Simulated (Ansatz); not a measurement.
## Run report: Si2H9O2F, single-point calculation

The run: single-point calculation of Si2H9O2F. Method and program: RKS PBE0-D4/def2-TZVPP (Ansatz 0.2.0).

The geometry is a transition state. The reaction was set up to form Si1–F8, H7–O10 and H2–H9 and to break Si1–H2, H7–F8 and H9–O10 (atoms counted from 1 in the order of the input); sticks are drawn by distance alone. The geometry comes from this level: PBE0-D4/def2-TZVP.

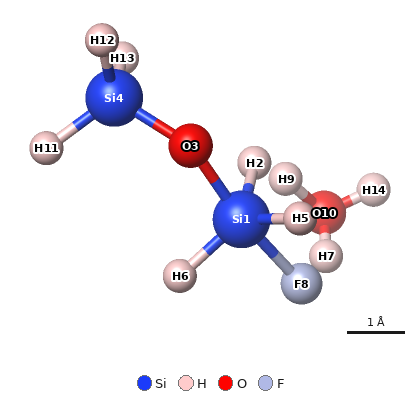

Fig. 1: The structure as given in the input (ball-and-stick view, seen at a tilt; atoms are numbered from 1 in the order of the input).

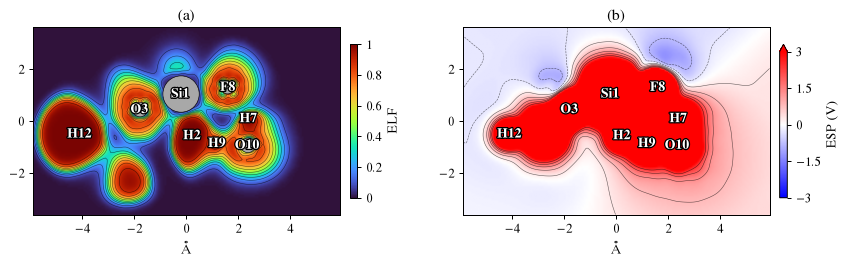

Fig. 2: (a) electron localisation function; (b) electrostatic potential on the plane of atoms H2, Si1 and F8. Grey discs, where drawn, cover atomic cores. The section cuts through Si, H, O and F sites. H2···H9 (1.01 Å): the ELF is about 0.95 at the midpoint (a non-bonded, intermolecular contact). Si–F (1.81 Å): the ELF peaks at about 0.85 between the atoms.

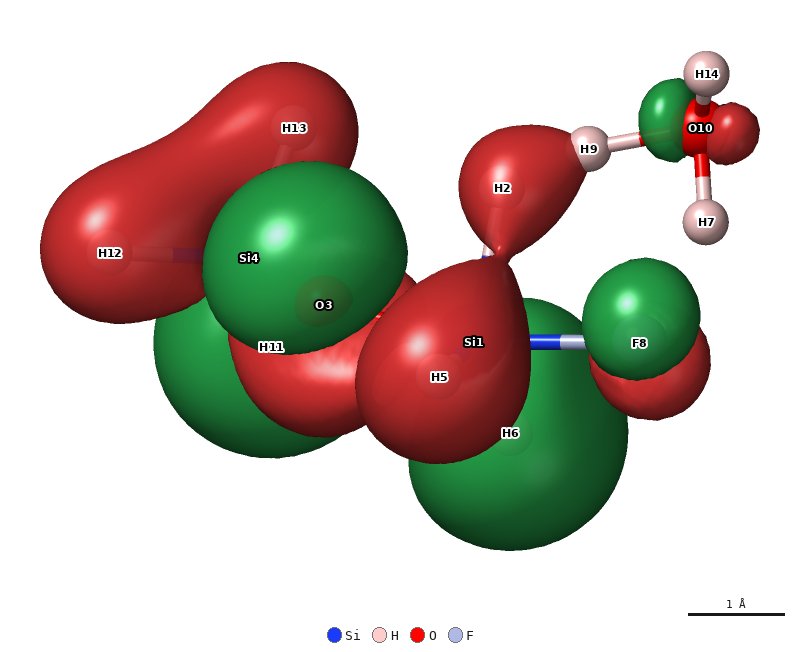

Fig. 3: One frontier orbital at ±0.06 Å⁻³ᐟ² (green and red are the two phases), seen at a tilt. The HOMO, at −8.05 eV. It lies mainly on O3 (35 %), H6 (15 %), Si1 (15 %), Si4 (10 %) and H11 (10 %).

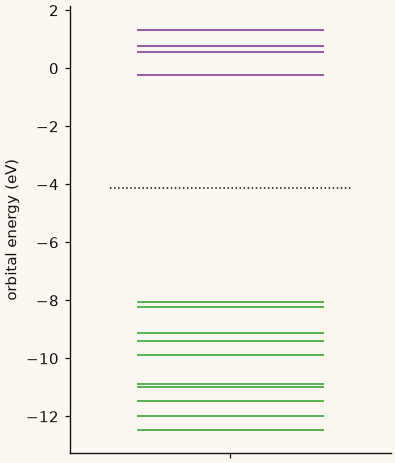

Fig. 4: Orbital energies near the frontier; the dotted line parts filled from empty levels, and levels within 0.02 eV of each other stand side by side. Highest filled −8.05 eV, lowest empty −0.23 eV, 7.82 eV apart.

The input that produced these results follows, with the program's output.

### Input file
```yaml
crystal:
  periodic: [false, false, false]
  atoms:
    - {symbol: Si, position_ang: [0.321027, 0.668761, 0.770770]}
    - {symbol: H, position_ang: [0.200506, -0.782709, -0.017225]}
    - {symbol: O, position_ang: [0.376777, 1.296531, -0.795603]}
    - {symbol: Si, position_ang: [-0.555035, 1.420372, -2.122033]}
    - {symbol: H, position_ang: [1.670301, 1.110412, 1.173341]}
    - {symbol: H, position_ang: [-0.954917, 1.273092, 1.218572]}
    - {symbol: H, position_ang: [0.151171, -1.770601, 2.023726]}
    - {symbol: F, position_ang: [0.284139, -0.356904, 2.259749]}
    - {symbol: H, position_ang: [0.137020, -1.651869, 0.484763]}
    - {symbol: O, position_ang: [0.053828, -2.516670, 1.325927]}
    - {symbol: H, position_ang: [-1.850697, 2.091556, -1.820061]}
    - {symbol: H, position_ang: [0.169309, 2.205352, -3.153584]}
    - {symbol: H, position_ang: [-0.858135, 0.067052, -2.675317]}
    - {symbol: H, position_ang: [0.854607, -3.054374, 1.326975]}
basis:
  gaussian: {orbitals: def2-TZVPP}
hamiltonian: {xc: pbe0, dispersion: d4}
output: {orbitals: {seedname: orbitals}}
```

Run as:
```bash
ansatz run in.yaml --threads 8 --pin off --events-out ev --progress --plain --max-ram 19148MiB
```

### Log
```
Functional definition: PBE0
  name "PBE0"
  cite "Adamo & Barone, J. Chem. Phys. 110, 6158 (1999) doi:10.1063/1.478522"
  cite "Perdew, Burke & Ernzerhof, Phys. Rev. Lett. 77, 3865 (1996) doi:10.1103/PhysRevLett.77.3865"
  parent pbe
  parameter a = 0.25
  parameter kappa = 0.804
  parameter beta = 0.06672455060314922
  exchange = (1 - a)*pbe_x(kappa = kappa, mu = beta*pi^2/3) + a*exact_x
  correlation = pbe_c(beta = beta)
1571 factors; their error is unknown
mean field evaluation 1: about -22696.2264 eV, gradient 7.2e1 eV
mean field evaluation 2: about -22680.2929 eV, gradient 1.2e2 eV
mean field evaluation 4: about -22703.9416 eV, gradient 7.4e0 eV
mean field evaluation 8: about -22704.0242 eV, gradient 8.9e-2 eV
mean field evaluation 16: about -22704.0738 eV, gradient 2.4e-5 eV
mean field -22704.07381244 eV, -834.3593232333 hartree, gradient 2.4e-5 eV, S^2 0.000000; 0 other end points of the search recorded, 0 dependent functions left out
reference -22704.07384874 eV, -834.3593245671 hartree; 31, 31 occupied and 272, 272 virtual orbitals, 1571 factors
Total energy: -22704.29277220 eV, -834.3673698558 hartree
```

### Key numbers

```tsv
quantity	value
outcome	converged
total energy	−22704.2928 eV
mean-field energy	−22704.0738 eV
dispersion energy	−0.2189 eV
SCF solution under orbital rotations	stable
HOMO	−8.05 eV
LUMO	−0.23 eV
hardware	8 threads of Intel Xeon @ 2.50GHz, 180 GiB of memory available, shared host
wall time	6 s (CPU time 32 s)
peak memory	0.9 GiB
```
